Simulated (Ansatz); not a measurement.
# C2H3BO: short molecular-dynamics run from a Python script

How does C2H3BO move over a short run? A script is to give a short molecular-dynamics run; the system is C2H3BO. SMILES: BC1=CO1.

All numbers are computed with the Python package of Ansatz 0.2.0. Level of theory: Hartree-Fock/6-31G*.

## (1) Starting point

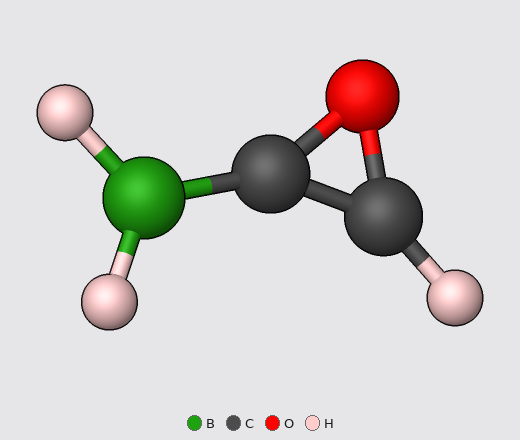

The structure that the script starts from, seen from a chosen angle (boron green, carbon dark grey, oxygen red, hydrogen pink).

The script holds or builds the structure itself.

## (2) The code

The input, md.py:

```python
# -*- coding: utf-8 -*-
"""Molecular dynamics of one C2H3BO molecule."""

import warnings

import ansatz as az
import numpy as np

GEOMETRY = """
B    -0.88830    0.79200   -0.40560
C    -0.00970   -0.35220   -0.03230
C     1.10850   -0.80120    0.51520
O     0.32520   -1.68720   -0.01430
H    -1.95810    0.62150   -0.98650
H    -0.61960    1.96050   -0.16000
H     2.10330   -0.60130    1.03780
"""


def main():
    warnings.simplefilter("ignore", az.DeckWarning)

    c2h3bo = az.Crystal.molecule()
    for line in GEOMETRY.strip().splitlines():
        symbol, *xyz = line.split()
        c2h3bo = c2h3bo.atom(symbol, [float(v) for v in xyz])

    calc = (
        c2h3bo.calculation()
        .basis(gaussian="6-31G*")  # the orbital basis, by name
        .functional("HF")
    )
    symbols = [site.symbol for site in c2h3bo.cartesian_sites]
    start = np.array([site.position_ang for site in c2h3bo.cartesian_sites], dtype=float)
    rep = calc.relax(force_tolerance=0.02).run(threads=1, backend="cpu").report
    end = np.array(rep["positions_ang"])
    minimum = az.Crystal.molecule()
    for symbol, place in zip(symbols, end):
        minimum = minimum.atom(symbol, place.tolist())

    # dynamics from the relaxed geometry
    calc = (
        minimum.calculation()
        .basis(gaussian="6-31G*")
        .functional("HF")
        .md("nve", timestep=0.25, steps=30, temperature=800, initial_velocities="maxwell_boltzmann", seed=64)
    )
    frames = []
    out = calc.session().plan().execute(on_event=lambda e: frames.append(e["data"]) if e["event"] == "md_step" else None)
    print("t (fs)   E_pot (eV)      E_kin (eV)   T (K)   d(0-1) (A)")
    for f in frames[::1]:
        xyz = np.array(f["positions_ang"])
        print(f"{f['time_fs']:6.2f} {f['lagrangian_ev']:14.5f} {f['e_kin_ev']:10.5f} {f['temperature_k']:8.1f} {np.linalg.norm(xyz[0] - xyz[1]):9.4f}")
    kept = np.array([f["conserved_ev"] for f in frames])
    print(f"conserved energy moves by at most {1000 * np.ptp(kept):.3f} meV")


if __name__ == "__main__":
    main()
```

## (3) What the engine is handed

The package turns the script's settings into the engine's input (first run):

```yaml
crystal:
  periodic: [false, false, false]
  atoms:
    - { symbol: B, position_ang: [-0.8883, 0.792, -0.4056] }
    - { symbol: C, position_ang: [-0.0097, -0.3522, -0.0323] }
    - { symbol: C, position_ang: [1.1085, -0.8012, 0.5152] }
    - { symbol: O, position_ang: [0.3252, -1.6872, -0.0143] }
    - { symbol: H, position_ang: [-1.9581, 0.6215, -0.9865] }
    - { symbol: H, position_ang: [-0.6196, 1.9605, -0.16] }
    - { symbol: H, position_ang: [2.1033, -0.6013, 1.0378] }
basis:
  gaussian:
    orbitals: "6-31G*"
hamiltonian:
  xc: hf
relax:
  f_tol: 0.02
```

## (4) The run

Run with:

```console
$ python md.py
```

Standard output:

```text
t (fs)   E_pot (eV)      E_kin (eV)   T (K)   d(0-1) (A)
  0.00    -4813.91770    0.51704    800.0    1.4293
  0.25    -4813.91440    0.51376    794.9    1.4331
  0.50    -4813.90519    0.50458    780.7    1.4369
  0.75    -4813.89057    0.49001    758.2    1.4407
  1.00    -4813.87125    0.47074    728.4    1.4445
  1.25    -4813.84806    0.44761    692.6    1.4482
  1.50    -4813.82193    0.42156    652.3    1.4518
  1.75    -4813.79386    0.39354    608.9    1.4553
  2.00    -4813.76482    0.36456    564.1    1.4586
  2.25    -4813.73576    0.33556    519.2    1.4619
  2.50    -4813.70758    0.30743    475.7    1.4650
  2.75    -4813.68108    0.28098    434.7    1.4679
  3.00    -4813.65698    0.25691    397.5    1.4707
  3.25    -4813.63585    0.23580    364.9    1.4733
  3.50    -4813.61814    0.21812    337.5    1.4757
  3.75    -4813.60417    0.20416    315.9    1.4778
  4.00    -4813.59410    0.19409    300.3    1.4798
  4.25    -4813.58796    0.18794    290.8    1.4815
  4.50    -4813.58562    0.18558    287.1    1.4829
  4.75    -4813.58681    0.18675    288.9    1.4841
  5.00    -4813.59113    0.19104    295.6    1.4851
  5.25    -4813.59807    0.19794    306.3    1.4858
  5.50    -4813.60703    0.20685    320.1    1.4863
  5.75    -4813.61731    0.21708    335.9    1.4865
  6.00    -4813.62818    0.22791    352.6    1.4864
  6.25    -4813.63894    0.23862    369.2    1.4861
  6.50    -4813.64888    0.24852    384.5    1.4855
  6.75    -4813.65742    0.25703    397.7    1.4846
  7.00    -4813.66410    0.26369    408.0    1.4835
  7.25    -4813.66867    0.26826    415.1    1.4821
  7.50    -4813.67110    0.27069    418.8    1.4804
conserved energy moves by at most 0.646 meV
```

It took 44 s on 1 thread of Arm Neoverse V1, shared host; peak memory 0.19 GiB.

## (5) Inputs of later runs

The engine's inputs for the other runs:

Run 2, against run 1:

```diff
@@ -4,7 +4,7 @@
-    - { symbol: B, position_ang: [-0.8883, 0.792, -0.4056] }
-    - { symbol: C, position_ang: [-0.0097, -0.3522, -0.0323] }
-    - { symbol: C, position_ang: [1.1085, -0.8012, 0.5152] }
-    - { symbol: O, position_ang: [0.3252, -1.6872, -0.0143] }
-    - { symbol: H, position_ang: [-1.9581, 0.6215, -0.9865] }
-    - { symbol: H, position_ang: [-0.6196, 1.9605, -0.16] }
-    - { symbol: H, position_ang: [2.1033, -0.6013, 1.0378] }
+    - { symbol: B, position_ang: [-0.9293779791778966, 0.9709556117105027, -0.4079854336159635] }
+    - { symbol: C, position_ang: [-0.03325759374147086, -0.08177108106295239, -0.0452711902651461] }
+    - { symbol: C, position_ang: [0.9233040006656432, -1.0239248337929876, 0.37702733386834664] }
+    - { symbol: O, position_ang: [0.8966367985707253, -2.210967496620254, 0.2320613716211582] }
+    - { symbol: H, position_ang: [-1.944619291158495, 0.703184599275269, -0.9589274515831488] }
+    - { symbol: H, position_ang: [-0.5979639625605568, 2.0783576331008744, -0.13006064981006038] }
+    - { symbol: H, position_ang: [1.74657802740205, -0.5037344326104521, 0.8874560197848145] }
@@ -16,2 +16,7 @@
-relax:
-  f_tol: 0.02
+md:
+  timestep: 0.25
+  n_steps: 30
+  ensemble: nve
+  temperature: 800.0
+  initial_velocities: maxwell_boltzmann
+  seed: 64
```

## (6) The engine's runs

From the records of these 2 runs:

| run | kind of run | energy from run 1 (eV) | SCF cycles in all | CPU time (s) |
| --- | --- | --- | --- | --- |
| 1 | relaxation | 0.0000 | 130 | 20 |
| 2 | dynamics | 0.2466 | 190 | 24 |

## (7) Path of the relaxation of run 1

Step by step:

| step | E - E(step 1) (eV) | largest force component (eV/Å) |
| --- | --- | --- |
| 1 | 0.0000 | 7.5030 |
| 2 | -0.6928 | 3.6364 |
| 3 | -0.9481 | 1.3445 |
| 4 | -1.0227 | 1.5914 |
| 5 | -1.1187 | 1.5376 |
| 6 | -1.2094 | 1.1359 |
| 7 | -1.3933 | 6.6590 |
| 8 | -1.8560 | 1.7800 |
| 9 | -1.9814 | 1.5890 |
| 10 | -1.7601 | 4.4332 |
| 11 | -2.0734 | 0.3324 |
| 12 | -2.1149 | 0.2149 |
| 13 | -2.1343 | 0.2580 |
| 14 | -2.1234 | 0.6049 |
| 15 | -2.1347 | 0.4199 |
| 16 | -2.1368 | 0.3053 |
| 17 | -2.1358 | 0.4128 |
| 18 | -2.1393 | 0.1433 |
| 19 | -2.1400 | 0.0171 |

Step 1 is the start. Steps 10, 14, 17 were tried and not accepted.

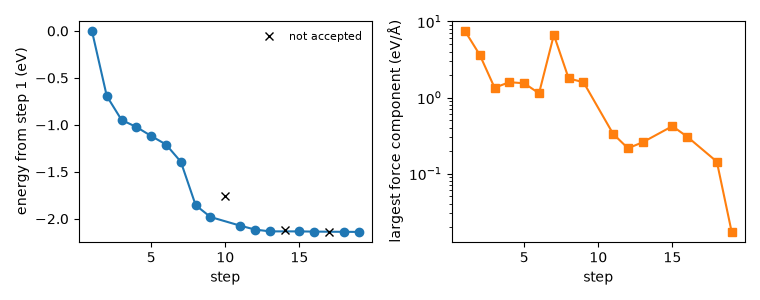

Energy and largest force along the relaxation.

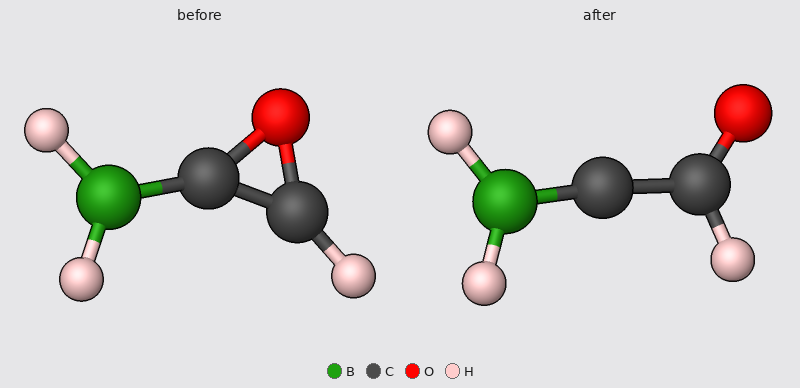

Before and after, at one scale.

Before: Bond lengths: B1–C2 1.490 Å, C2–C3 1.324 Å, C2–O4 1.376 Å, C3–O4 1.296 Å, B1–H5 1.229 Å, B1–H6 1.224 Å, C3–H7 1.141 Å. Angles: B1–C2–C3 149.6°, B1–C2–O4 153.1°, C3–C2–O4 57.3°, C2–B1–H5 121.7°, C2–B1–H6 123.6°, H5–B1–H6 114.7°, C2–C3–O4 63.4°, C2–C3–H7 150.0°, O4–C3–H7 146.5°, C2–O4–C3 59.3°.

After: Bond lengths: B1–C2 1.429 Å, C2–C3 1.407 Å, C3–O4 1.196 Å, B1–H5 1.186 Å, B1–H6 1.189 Å, C3–H7 1.100 Å. Angles: B1–C2–C3 174.4°, C2–B1–H5 119.2°, C2–B1–H6 116.9°, H5–B1–H6 123.9°, C2–C3–O4 127.8°, C2–C3–H7 109.4°, O4–C3–H7 122.9°.

## (8) The trajectory

Every 2 steps:

```
time (fs)  T (K)  change of potential energy (meV/atom)  change of conserved energy (meV/atom)  mean square move (Å²)
      0.0    800                                    0.0                                   0.00                 0.0000
      0.5    781                                    1.8                                   0.01                 0.0002
      1.0    728                                    6.6                                   0.02                 0.0008
      1.5    652                                   13.7                                   0.04                 0.0018
      2.0    564                                   21.8                                   0.06                 0.0030
      2.5    476                                   30.0                                   0.07                 0.0043
      3.0    398                                   37.2                                   0.08                 0.0056
      3.5    337                                   42.8                                   0.09                 0.0069
      4.0    300                                   46.2                                   0.09                 0.0081
      4.5    287                                   47.4                                   0.09                 0.0091
      5.0    296                                   46.7                                   0.08                 0.0100
      5.5    320                                   44.4                                   0.07                 0.0107
      6.0    353                                   41.4                                   0.06                 0.0114
      6.5    385                                   38.4                                   0.04                 0.0120
      7.0    408                                   36.2                                   0.04                 0.0126
      7.5    419                                   35.2                                   0.04                 0.0132
```

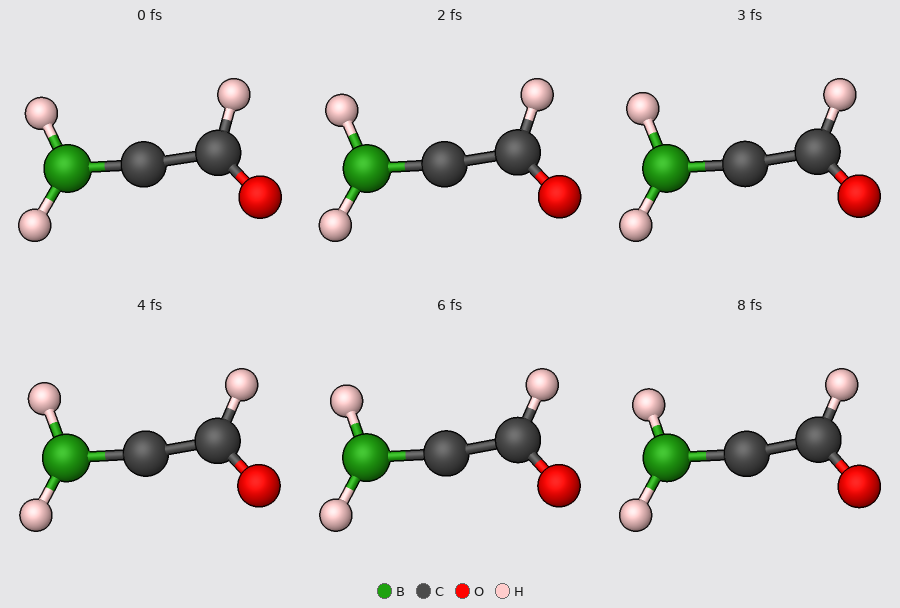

Six frames of the run. Sticks are drawn by distance alone, so a stretched bond can lose its stick.

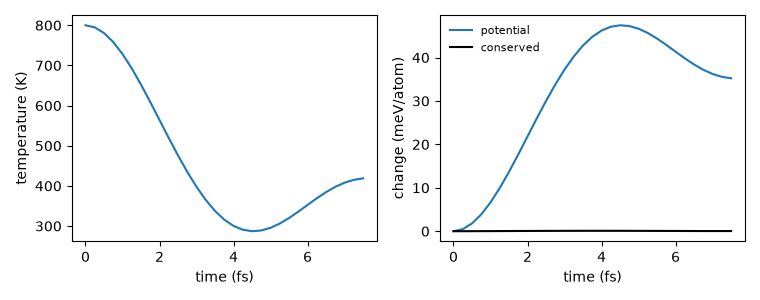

Temperature and energies against time.

Positions (Å) and forces (eV/Å) at 7.5 fs:

```xyz
7

B    -0.959    0.975   -0.402    0.744   -2.628    0.009
C     0.007   -0.099   -0.079   -1.356    2.076   -0.038
C     0.920   -1.020    0.434    1.061   -0.158   -0.696
O     0.883   -2.185    0.207   -0.679   -1.743    0.003
H    -2.019    0.607   -0.842    0.353    0.560    0.115
H    -0.487    2.025   -0.244   -0.145    0.854    0.142
H     1.794   -0.650    0.947    0.021    1.039    0.465
```

## (9) Summary of results

```
                              quantity           value
                         runs compared               2
      moves of the relaxation of run 1              15
                energy gained in run 1        2.140 eV
 last largest force component of run 1     0.0171 eV/Å
                     length of the run  30 steps, 8 fs
         mean temperature, second half           343 K
                         farthest move          0.17 Å
largest change of the conserved energy   0.09 meV/atom
```

**Reading.** Run 1: The relaxation took 15 moves; the largest shift is 0.813 Å, of atom 4 (O). So large a move can change the bonding: the results belong to the relaxed structure. The temperature swings between 287 and 800 K, with a mean of 343 K in the second half; from a start near a minimum about half of the kinetic energy passes into potential energy. The conserved energy stays within 0.09 meV/atom, so the time step holds. 8 fs show the first vibrations only, not equilibrium. Total energies depend on the basis set; only differences at equal settings carry meaning. The trajectory is only some femtoseconds long, and gives no averages; where the script doesn't relax first, it starts from a rough generated geometry.
